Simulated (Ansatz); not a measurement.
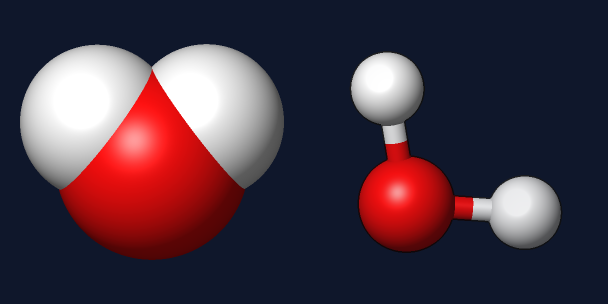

Two views of one molecule. Colours: oxygen red, hydrogen white.

Computed geometry: PBE0-D4/def2-TZVP optimisation.

Identify the structure.

It has 3 atoms: 2 hydrogen and 1 oxygen (H₂O). The point group is C2v. Coordination: 1 O bent.

More results for the same structure follow; atom numbers are the same in all pictures, views and colours differ.

## Shape

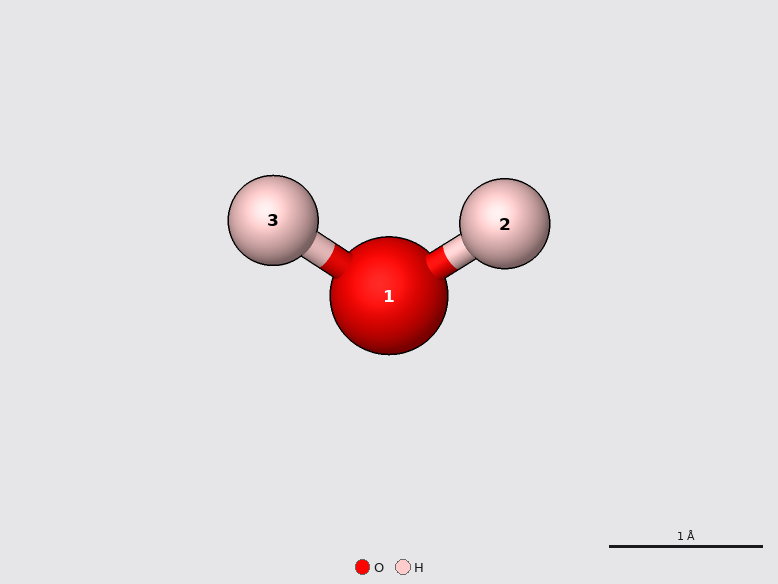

What are the angles H2–O1–H3?

```
   angle  degrees
H2–O1–H3    105.1
```

## Electronic properties

Method: RKS PBE0-D4/def2-TZVPP (Ansatz 0.2.0).

What does the calculation give?

- HOMO energy (Kohn–Sham orbital): −8.90 eV
- LUMO energy (Kohn–Sham orbital): 0.85 eV
- HOMO–LUMO gap: 9.75 eV

## Dipole moment

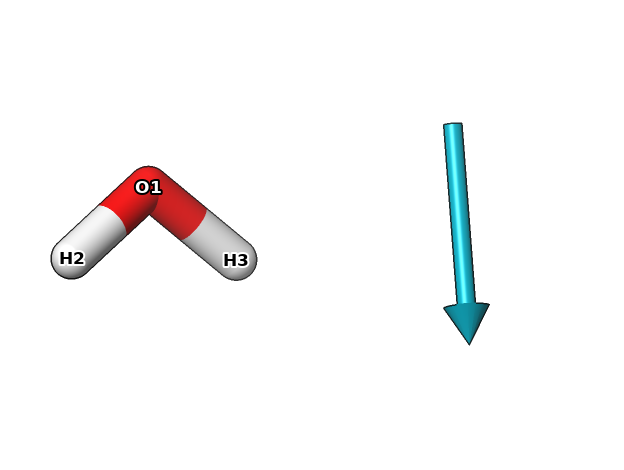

The arrow beside the molecule shows the direction of the dipole moment, from the negative to the positive end (its length means nothing). Properties computed with RKS PBE0-D4/def2-TZVP (Ansatz 0.2.0).

How large is the dipole moment?

2.07 D; it points from the side of O1 to the side of H2, H3 (the outermost atoms at the two ends).

## Charges

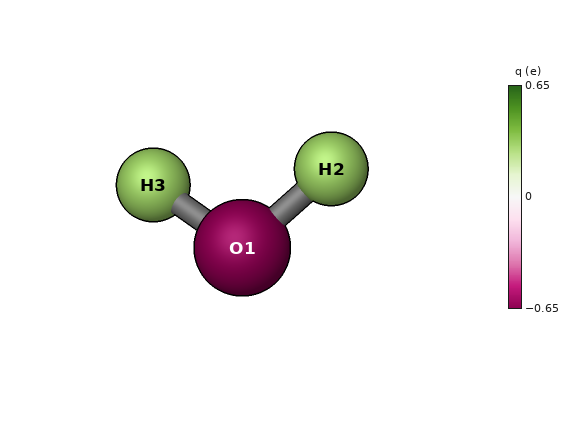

Atoms are coloured by their Mulliken charges. Method: RKS PBE0-D4/def2-TZVP (Ansatz 0.2.0).

Give the Mulliken charges atom by atom.

```json
{"atom": "O1", "value (e)": "−0.65"}
{"atom": "H2", "value (e)": "0.32"}
{"atom": "H3", "value (e)": "0.32"}
```

Mulliken values depend strongly on the basis set and can even reverse the polarity of a bond.
